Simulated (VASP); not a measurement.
# ScAl3 with PBEsol + D3(BJ): from relaxation to properties, part 4 of 4

How well does PBEsol + D3(BJ) reproduce what experiment finds for ScAl3? The cell is relaxed first, and properties follow on it. The start is a computed cell from the Materials Project.

VASP 6.6.1; PBEsol with D3(BJ); plane waves and PAW (Sc_sv, Al).

Still holding for the runs below: The k-mesh is coarse for a metal.

So far. Step 11 (Volume scan with PBEsol + D3(BJ) (run 4)): The run ends at a pressure of -0.02 GPa.

### Step 12. Volume scan with PBEsol + D3(BJ) (run 5)

File INCAR:

```
SYSTEM = ScAl3
PREC = Accurate
ENCUT = 400
EDIFF = 1E-06
NELM = 100
ISMEAR = 1
SIGMA = 0.2
LREAL = .FALSE.
ALGO = Normal
GGA = PS
IVDW = 12
NBANDS = 16
LASPH = .TRUE.
LORBIT = 11
LWAVE = .FALSE.
LCHARG = .FALSE.
KPAR = 4
ISIF = 2
```

File POSCAR:

```
ScAl3
1.0
    4.0457704969      0.0000000000      0.0000000000
    0.0000000000      4.0457704969      0.0000000000
    0.0000000000      0.0000000000      4.0457704969
Sc Al
1 3
Direct
    0.0000000000      0.0000000000      0.0000000000
    0.5000000000      0.0000000000      0.5000000000
    0.0000000000      0.5000000000      0.5000000000
    0.5000000000      0.5000000000      0.0000000000
```

File KPOINTS:

```
Automatic mesh
0
Gamma
5 5 5
0 0 0
```

The projector-augmented-wave data sets are Sc_sv and Al (PBE family, release 64).

Launch:

```bash
$ mpirun -np 4 vasp_std
```

What it wrote:

```text
[... set-up lines as in an earlier step ...]
 entering main loop
       N       E                     dE             d eps       ncg     rms          rms(c)
DAV:   1     0.921242328643E+02    0.92124E+02   -0.73817E+03   328   0.932E+02
DAV:   2    -0.164806707744E+02   -0.10860E+03   -0.10615E+03   320   0.294E+02
DAV:   3    -0.217105387930E+02   -0.52299E+01   -0.47190E+01   504   0.535E+01
DAV:   4    -0.218004273278E+02   -0.89889E-01   -0.89774E-01   424   0.805E+00
[...]
DAV:  11    -0.207679710402E+02    0.22362E-05   -0.14110E-05   432   0.225E-02    0.343E-02
DAV:  12    -0.207679654388E+02    0.56014E-05   -0.36051E-05   528   0.665E-02    0.251E-03
DAV:  13    -0.207679654111E+02    0.27690E-07   -0.10167E-06   280   0.116E-02
   1 F= -.22281950E+02 E0= -.22280445E+02  d E =-.451404E-02
```

It took 5.8 s on 4 MPI ranks of Intel Xeon Platinum 8559C (Emerald Rapids), shared host; peak memory 0.62 GiB.

OUTCAR, selected parts (step 12):

```text
 Edisp (eV)   -1.51398

  Total      -0.80041    -0.80041    -0.80041    -0.00000     0.00000    -0.00000
  in kB     -19.36497   -19.36497   -19.36497    -0.00000     0.00000    -0.00000
  external pressure =      -19.36 kB  Pullay stress =        0.00 kB

 POSITION                                       TOTAL-FORCE (eV/Angst)
 -----------------------------------------------------------------------------------
      0.00000      0.00000      0.00000         0.000000      0.000000      0.000000
      2.02289      0.00000      2.02289         0.000000      0.000000      0.000000
      0.00000      2.02289      2.02289         0.000000      0.000000      0.000000
      2.02289      2.02289      0.00000         0.000000      0.000000      0.000000
 -----------------------------------------------------------------------------------
    total drift:                               -0.000000     -0.000000     -0.000000

  FREE ENERGIE OF THE ION-ELECTRON SYSTEM (eV)
  ---------------------------------------------------
  free  energy   TOTEN  =       -22.2819498885 eV

  energy  without entropy=      -22.2774358509  energy(sigma->0) =      -22.28044521

[... 1 part as in an earlier step ...]

[... 2 further parts left out ...]
[key lines of the parts left out:]
E-fermi :   7.6147
```

The pressure falls from -0.02 to -1.94 GPa.

The run ends at a pressure of -1.94 GPa.

### Step 13. Volume scan with PBEsol + D3(BJ) (run 6)

INCAR is that of step 12.

File POSCAR:

```
ScAl3
1.0
    4.0720424700      0.0000000000      0.0000000000
    0.0000000000      4.0720424700      0.0000000000
    0.0000000000      0.0000000000      4.0720424700
Sc Al
1 3
Direct
    0.0000000000      0.0000000000      0.0000000000
    0.5000000000      0.0000000000      0.5000000000
    0.0000000000      0.5000000000      0.5000000000
    0.5000000000      0.5000000000      0.0000000000
```

KPOINTS is that of step 12.

Launch:

```bash
$ mpirun -np 4 vasp_std
```

What it wrote:

```text
[... set-up lines as in an earlier step ...]
 entering main loop
       N       E                     dE             d eps       ncg     rms          rms(c)
DAV:   1     0.888222084602E+02    0.88822E+02   -0.72259E+03   320   0.923E+02
DAV:   2    -0.175169972668E+02   -0.10634E+03   -0.10415E+03   320   0.286E+02
DAV:   3    -0.217642627556E+02   -0.42473E+01   -0.41913E+01   496   0.493E+01
DAV:   4    -0.218310169821E+02   -0.66754E-01   -0.66710E-01   432   0.703E+00
[...]
DAV:  11    -0.207754051991E+02    0.64450E-06   -0.15028E-05   488   0.236E-02    0.304E-02
DAV:  12    -0.207753984053E+02    0.67937E-05   -0.44654E-05   528   0.738E-02    0.218E-03
DAV:  13    -0.207753984037E+02    0.16551E-08   -0.13971E-06   296   0.134E-02
   1 F= -.22259788E+02 E0= -.22258365E+02  d E =-.426831E-02
```

Elapsed: 6 s, on 4 MPI ranks; peak memory 0.6 GiB.

OUTCAR, selected parts (step 13):

```text
 Edisp (eV)   -1.48439

  Total      -1.54773    -1.54773    -1.54773    -0.00000    -0.00000     0.00000
  in kB     -36.72564   -36.72564   -36.72564    -0.00000    -0.00000     0.00000
  external pressure =      -36.73 kB  Pullay stress =        0.00 kB

 POSITION                                       TOTAL-FORCE (eV/Angst)
 -----------------------------------------------------------------------------------
      0.00000      0.00000      0.00000         0.000000      0.000000      0.000000
      2.03602      0.00000      2.03602         0.000000      0.000000      0.000000
      0.00000      2.03602      2.03602         0.000000      0.000000      0.000000
      2.03602      2.03602      0.00000         0.000000      0.000000      0.000000
 -----------------------------------------------------------------------------------
    total drift:                               -0.000000     -0.000000     -0.000000

  FREE ENERGIE OF THE ION-ELECTRON SYSTEM (eV)
  ---------------------------------------------------
  free  energy   TOTEN  =       -22.2597881829 eV

  energy  without entropy=      -22.2555198734  energy(sigma->0) =      -22.25836541

[... 1 part as in an earlier step ...]

[... 2 further parts left out ...]
[key lines of the parts left out:]
E-fermi :   7.4374
```

The pressure falls from -1.94 to -3.67 GPa.

The run ends at a pressure of -3.67 GPa.

### Step 14. Volume scan with PBEsol + D3(BJ) (run 7)

A prediction first. A parabola through the 6 pressures of evenly scaled cells so far, P = -0.02 -101.1 t +208 t² GPa with t = ln(V/V₁) and V₁ the volume at scale 1, gives -5.21 GPa at t = +0.0583.

INCAR is that of step 13.

File POSCAR:

```
ScAl3
1.0
    4.0979797456      0.0000000000      0.0000000000
    0.0000000000      4.0979797456      0.0000000000
    0.0000000000      0.0000000000      4.0979797456
Sc Al
1 3
Direct
    0.0000000000      0.0000000000      0.0000000000
    0.5000000000      0.0000000000      0.5000000000
    0.0000000000      0.5000000000      0.5000000000
    0.5000000000      0.5000000000      0.0000000000
```

KPOINTS is that of step 13.

Launch:

```bash
$ mpirun -np 4 vasp_std
```

What it wrote:

```text
[... set-up lines as in an earlier step ...]
 entering main loop
       N       E                     dE             d eps       ncg     rms          rms(c)
DAV:   1     0.849017231672E+02    0.84902E+02   -0.72384E+03   320   0.906E+02
DAV:   2    -0.173030206172E+02   -0.10220E+03   -0.10013E+03   328   0.282E+02
DAV:   3    -0.217621357133E+02   -0.44591E+01   -0.43471E+01   480   0.517E+01
DAV:   4    -0.218450691820E+02   -0.82933E-01   -0.82906E-01   408   0.800E+00
[...]
DAV:  11    -0.207682805466E+02   -0.14039E-06   -0.17717E-05   488   0.261E-02    0.282E-02
DAV:  12    -0.207682734836E+02    0.70630E-05   -0.45802E-05   504   0.748E-02    0.263E-03
DAV:  13    -0.207682734928E+02   -0.92289E-08   -0.15094E-06   336   0.135E-02
   1 F= -.22224166E+02 E0= -.22222780E+02  d E =-.415626E-02
```

Run time: 5.8 s. Hardware: 4 MPI ranks; peak memory 0.61 GiB; 19 s of CPU time.

From OUTCAR (step 14):

```text
 Edisp (eV)   -1.45589

  Total      -2.25042    -2.25042    -2.25042     0.00000    -0.00000     0.00000
  in kB     -52.39196   -52.39196   -52.39196     0.00000    -0.00000     0.00000
  external pressure =      -52.39 kB  Pullay stress =        0.00 kB

 POSITION                                       TOTAL-FORCE (eV/Angst)
 -----------------------------------------------------------------------------------
      0.00000      0.00000      0.00000         0.000000      0.000000      0.000000
      2.04899      0.00000      2.04899         0.000000      0.000000      0.000000
      0.00000      2.04899      2.04899         0.000000      0.000000      0.000000
      2.04899      2.04899      0.00000         0.000000      0.000000      0.000000
 -----------------------------------------------------------------------------------
    total drift:                               -0.000000     -0.000000     -0.000000

  FREE ENERGIE OF THE ION-ELECTRON SYSTEM (eV)
  ---------------------------------------------------
  free  energy   TOTEN  =       -22.2241658174 eV

  energy  without entropy=      -22.2200095540  energy(sigma->0) =      -22.22278040

[... 1 part as in an earlier step ...]

[... 2 further parts left out ...]
[key lines of the parts left out:]
E-fermi :   7.2650
```

The pressure falls from -3.67 to -5.24 GPa. The parabola predicted -5.21 GPa, +0.03 GPa off.

### Step 15. The series together

Times are for 4 MPI ranks of Intel Xeon Platinum 8559C (Emerald Rapids), shared host. The series side by side:

```
no.  volume scale  energy above the lowest point (meV/atom)  pressure (GPa)   time  memory (GiB)
  1          0.94                                      20.8           7.034  5.8 s           0.6
  2          0.96                                      9.04           4.446  5.6 s          0.61
  3          0.98                                      2.26           2.100  5.8 s          0.61
  4             1                                         0        -0.01847  5.8 s          0.63
  5          1.02                                      1.83          -1.936  5.8 s          0.62
  6          1.04                                      7.35          -3.673    6 s           0.6
  7          1.06                                     16.25          -5.239  5.8 s          0.61
```

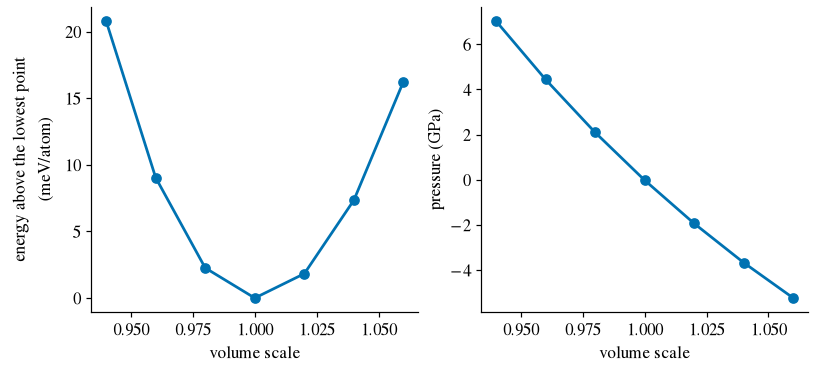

The series as plots.

### Step 16. Fit for PBEsol + D3(BJ)

This step: Birch-Murnaghan fit, PBEsol with D3(BJ); plane waves and PAW (VASP 6.6.1).

This step runs nothing: it gathers the runs above.

This step gave:

- pressure derivative of the bulk modulus: 3.942
- r.m.s. error of the fit: 3.46e-6 eV/atom
- minimum inside the sampled range: yes
- bulk modulus: 100.5 GPa
- equilibrium volume of the fit: 16.24 Å³/atom

The energy above the fitted minimum by volume:

```
volume (Å³/atom)  energy above the fitted minimum (eV/atom)
          15.257                                     0.0208
          15.582                                    0.00904
          15.906                                    0.00226
          16.231                                     2.1e-6
          16.556                                    0.00184
          16.880                                    0.00736
          17.205                                     0.0163
```

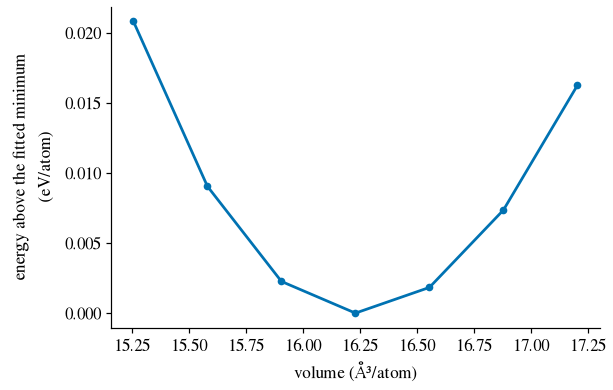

Energy above the fitted minimum, plotted against volume.

The fitted volume lies +0.07 % from the relaxed one.

### Step 17. Results

| Item | Value |
| --- | --- |
| relaxed volume | 16.23 Å³/atom |
| relaxed conventional cell a, b, c | 4.019, 4.019, 4.019 Å |
| space group after relaxing, within 0.02 Å | Pm-3m (No. 221) |
| band gap | none, a metal |
| DOS at the Fermi level | 1.39 states/eV/cell |
| largest field gradient Vzz | 17.41 V/Å² on Al2 |
| bulk modulus from the fit | 101 GPa |
| volume from the fit | 16.2 Å³/atom |

**Reading.** With PBEsol + D3(BJ), ScAl3 relaxes to 16.23 Å³/atom in space group Pm-3m (held by the symmetry of the run), comes out as a metal and has a bulk modulus of 101 GPa. Band structure (PBEsol + D3(BJ)): Of the bands kept, 2 cross the Fermi level on this path. The k-sampling is coarse for a metal, so the Fermi level, pressures and the shape of the cell carry errors. No search among competing phases was made, and a listed structure need not be the one stable at ambient conditions. All values are for a static lattice at zero temperature.

Calculation against experiment:

| quantity | measured | PBEsol with D3(BJ) |
| --- | --- | --- |
| lattice constant a (Å) | 4.103 | 4.019 (-2.0 %) |

Measured values from pmc:8067998 (2021).

How well it matches: The lattice constant a is off by -2.0 %: a clear miss. The grades are ours: good and fair within 0.7 and 1.5 % for the lattice constant a. For lattice constants the calculation has a static lattice, without zero-point motion or thermal expansion (measured at up to 300 K).

[Lines on the potential files, build, host, timing and source positions are cut from VASP's logs without a mark.]

[Logs are printed without paths, hosts, clocks, repeated set-up lines and the standing remarks that a program may print on its own settings, such as how far it seeks lower states.]

[Hosts, paths, dates, database ids (printed as entryN), source tags and the programs' standing remarks are cut or masked in the printed files.]

[A measured line is paired with the nearest computed mode of its activity, which favours agreement.]
